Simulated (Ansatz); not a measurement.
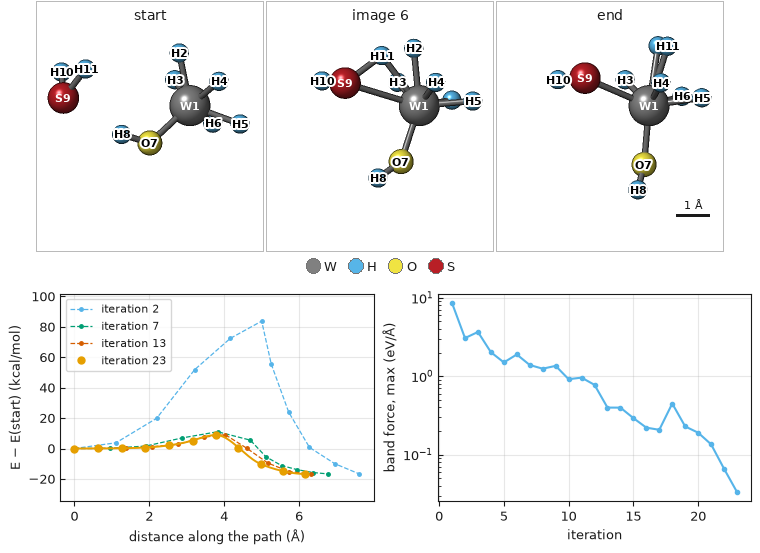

A search for the minimum-energy path of WH8SO, made up at the start of WH6O and H₂S by the nudged elastic band. Images are numbered from 0 (start) to 10 (end). The plot follows the band through its iterations. Style: ball-and-stick. Shown at a tilt.

Level of theory: RKS PBE0-D4/def2-SVP (Ansatz). Settings: 9 movable images; climbing image; force threshold 0.05 eV/Å; iteration limit 29; starting path through a guess of the saddle point.

Judge this run.

Answer. The result is final at these settings. The band converged in 23 iterations. The largest component of the band force went from 8.6 to 0.033 eV/Å. The climbing image converged on the top of the path. Its vibrational analysis gives one imaginary mode (373i cm⁻¹), as a transition state must have. The first iteration put the highest image at 137.7 kcal/mol. Forward barrier 8.8 kcal/mol, backward barrier 25.6 kcal/mol, with image 6 at the top; the reaction energy is −16.7 kcal/mol.

Limits of the set-up: the start holds two separate molecules, 2.3 Å apart at their closest, whose relative position is a soft coordinate.

The run took 17 min on 2 threads of Intel(R) Xeon(R) Platinum 8175M CPU @ 2.50GHz (Skylake/Cascade Lake) (shared host), peak memory 0.27 GiB.
